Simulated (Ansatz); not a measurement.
# C2H7BFNO: single point in a Gaussian basis, by script

A script is to give a single point in a Gaussian basis; the system is C2H7BFNO. SMILES: NBOCCF.

Computed with Ansatz 0.2.0, driven from Python. Level of theory: LC-ωPBE/6-31G*.

## (1) Starting point

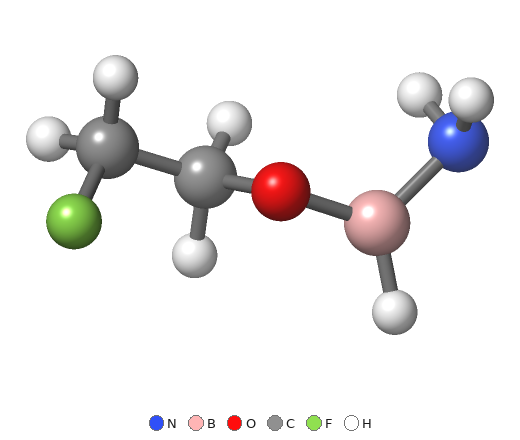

The starting structure, viewed from a chosen angle; nitrogen blue, boron pink, oxygen red, carbon grey, fluorine green, hydrogen white.

The script holds or builds the structure itself.

## (2) The code

energy.py

```python
"""Electronic structure of the C2H7BFNO molecule."""

import json

import ansatz as az
import numpy as np
import pandas as pd

geometry_ang = [
    ("N", [-0.273, -2.6152, 0.4615]),
    ("B", [-0.6091, -1.2035, 1.0477]),
    ("O", [0.2564, -0.063, 0.7506]),
    ("C", [-0.1479, 0.663, -0.3405]),
    ("C", [0.6924, 1.8285, -0.6464]),
    ("F", [0.7284, 2.7009, 0.4612]),
    ("H", [0.6792, -2.8268, 0.7289]),
    ("H", [-0.2905, -2.4452, -0.5957]),
    ("H", [-1.508, -1.0464, 1.8356]),
    ("H", [-1.2405, 1.0514, -0.0991]),
    ("H", [-0.2644, 0.0151, -1.2309]),
    ("H", [0.328, 2.4026, -1.4924]),
    ("H", [1.6692, 1.5037, -0.8659]),
]
c2h7bfno = az.Crystal.molecule()
for symbol, xyz in geometry_ang:
    c2h7bfno = c2h7bfno.atom(symbol, xyz)

setup = (
    c2h7bfno.calculation()
    .basis(gaussian="6-31G*")
    .functional("LC-wPBE")
    .forces()
)
out = setup.run(threads=1, pin="off")
rep = out.report

print("reference energy %16.6f eV" % rep["reference_energy_ev"])
print("total energy     %16.6f eV" % rep["free_energy_ev"])
print("occupied orbitals outside the frozen core (up, down):", rep["n_occupied"], " frozen:", rep["n_frozen"], " virtual:", rep["n_virtual"])

symbols = [site.symbol for site in c2h7bfno.cartesian_sites]
print("forces (eV/A)")
for symbol, f in zip(symbols, rep["forces_ev_ang"]):
    print(f"  {symbol:2s} {f[0]:9.4f} {f[1]:9.4f} {f[2]:9.4f}")

charges = rep["charge_distribution"]
table = pd.DataFrame({"atom": symbols, "mulliken": charges["mulliken_charges_e"], "lowdin": charges["lowdin_charges_e"]})
print(table.round(3).to_string())
print("dipole (e A):", np.round(charges["dipole_moment_e_ang"], 4) + 0.0)
with open("c2h7bfno.json", "w") as handle:
    json.dump({k: rep[k] for k in ("free_energy_ev", "reference_energy_ev", "n_occupied", "n_virtual")}, handle, indent=1)
```

## (3) The run

Run with:

```
$ python energy.py
```

Log:

```text
reference energy     -9112.488416 eV
total energy         -9112.488416 eV
occupied orbitals outside the frozen core (up, down): [24, 24]  frozen: 0  virtual: [80, 80]
forces (eV/A)
  N    -1.4360    2.9880   -0.8453
  B     2.2796   -0.5483   -0.5680
  O    -0.7014   -2.6382    1.1222
  C    -4.2302    0.4347   -0.0989
  C    -0.2439    1.5876    1.1592
  F     0.0231   -0.7265   -0.7933
  H     0.4040   -0.0530   -0.2386
  H     0.4060   -0.5840    1.8039
  H     0.0617    0.0297   -0.3127
  H     1.8336   -0.4343   -0.7432
  H     0.2449    0.3169   -0.0804
  H    -0.3226   -0.0624   -0.2680
  H     1.6812   -0.3102   -0.1369
   atom  mulliken  lowdin
0     N    -0.801  -0.431
1     B     0.435  -0.093
2     O    -0.427  -0.031
3     C    -0.122  -0.185
4     C    -0.000  -0.148
5     F    -0.308  -0.071
6     H     0.328   0.243
7     H     0.302   0.245
8     H    -0.019   0.011
9     H     0.140   0.116
10    H     0.137   0.110
11    H     0.164   0.118
12    H     0.170   0.116
dipole (e A): [ 0.0886 -0.0737 -0.5927]
```

Run time: 4.6 s. Hardware: 1 thread of AMD EPYC 7B13 (Zen 3), shared host; peak memory 0.29 GiB.

File c2h7bfno.json afterwards:

```json
{
 "free_energy_ev": -9112.48841607322,
 "reference_energy_ev": -9112.48841607322,
 "n_occupied": [
  24,
  24
 ],
 "n_virtual": [
  80,
  80
 ]
}
```

## (4) What the engine kept of the run

From the engine's report, whether the script printed it or not:

| item | value |
| --- | --- |
| SCF cycles in all | 20 |
| orbitals | 104 |
| total energy (eV) | -9112.48842 |

## (5) The command-line twin

The engine's input of that run, saved to a file, gives the whole log.

input.yaml

```yaml
crystal:
  periodic: [false, false, false]
  atoms:
    - { symbol: "N", position_ang: [-0.273, -2.6152, 0.4615] }
    - { symbol: B, position_ang: [-0.6091, -1.2035, 1.0477] }
    - { symbol: O, position_ang: [0.2564, -0.063, 0.7506] }
    - { symbol: C, position_ang: [-0.1479, 0.663, -0.3405] }
    - { symbol: C, position_ang: [0.6924, 1.8285, -0.6464] }
    - { symbol: F, position_ang: [0.7284, 2.7009, 0.4612] }
    - { symbol: H, position_ang: [0.6792, -2.8268, 0.7289] }
    - { symbol: H, position_ang: [-0.2905, -2.4452, -0.5957] }
    - { symbol: H, position_ang: [-1.508, -1.0464, 1.8356] }
    - { symbol: H, position_ang: [-1.2405, 1.0514, -0.0991] }
    - { symbol: H, position_ang: [-0.2644, 0.0151, -1.2309] }
    - { symbol: H, position_ang: [0.328, 2.4026, -1.4924] }
    - { symbol: H, position_ang: [1.6692, 1.5037, -0.8659] }
basis:
  gaussian: { orbitals: "6-31G*" }
hamiltonian:
  xc: lc_wpbe
output:
  forces: true
```

Run with:

```
$ ansatz run input.yaml --threads 1 --pin off --max-ram 4096MiB --backend cpu --events-out ev --progress --plain --runs-dir out
```

Log, shortened:

```text
Warning: RAYON_NUM_THREADS=1 ignored (pool sized by the plan → 1); use --threads N
[...]
Functional definition: LC-wPBE
[...]
1230 factors; their error is unknown
402 factors; integrals over basis functions are off by at most 1.4e-5 eV
[...]
mean field -9112.48841607 eV, -334.8777726240 hartree, gradient 1.3e-5 eV, S^2 0.000000; 0 other end points of the search recorded, 0 dependent functions left out
[...]
reference -9112.48841607 eV, -334.8777726242 hartree; 24, 24 occupied and 80, 80 virtual orbitals, 1230 factors
Total energy: -9112.48841607 eV, -334.8777726242 hartree
Atom 0 at    -0.273000    -2.615200     0.461500 Å, force    -1.436030     2.987999    -0.845287 eV/Å
Atom 1 at    -0.609100    -1.203500     1.047700 Å, force     2.279570    -0.548305    -0.568031 eV/Å
Atom 2 at     0.256400    -0.063000     0.750600 Å, force    -0.701357    -2.638202     1.122249 eV/Å
Atom 3 at    -0.147900     0.663000    -0.340500 Å, force    -4.230173     0.434689    -0.098895 eV/Å
Atom 4 at     0.692400     1.828500    -0.646400 Å, force    -0.243896     1.587597     1.159159 eV/Å
Atom 5 at     0.728400     2.700900     0.461200 Å, force     0.023121    -0.726462    -0.793281 eV/Å
Atom 6 at     0.679200    -2.826800     0.728900 Å, force     0.404019    -0.052985    -0.238647 eV/Å
Atom 7 at    -0.290500    -2.445200    -0.595700 Å, force     0.405977    -0.584025     1.803899 eV/Å
Atom 8 at    -1.508000    -1.046400     1.835600 Å, force     0.061691     0.029728    -0.312726 eV/Å
Atom 9 at    -1.240500     1.051400    -0.099100 Å, force     1.833570    -0.434337    -0.743239 eV/Å
Atom 10 at    -0.264400     0.015100    -1.230900 Å, force     0.244901     0.316865    -0.080353 eV/Å
Atom 11 at     0.328000     2.402600    -1.492400 Å, force    -0.322584    -0.062378    -0.267981 eV/Å
Atom 12 at     1.669200     1.503700    -0.865900 Å, force     1.681193    -0.310185    -0.136868 eV/Å
Dipole moment:     0.088564    -0.073679    -0.592674 e Å
```

Run time: 3.8 s. Hardware: 1 thread of AMD EPYC 7B13 (Zen 3), shared host; peak memory 0.18 GiB.

Script and command line differ by 0.000 meV in the energy.

## (6) Summary of results

| quantity | value |
| --- | --- |
| total energy | -9112.4884 eV |
| largest force | 4.254 eV/Å |
| dipole moment | 2.90 D |

Forces reach 4.25 eV/Å, so the atoms aren't at rest. Reading the output:
- The geometry is a force-field or estimated start, not a minimum of this method, and the basis set is short of its limit.
- The Löwdin charges here are taken after orthogonalising the functions within each atom; they differ from plain Löwdin charges, and their signs can be unphysical.
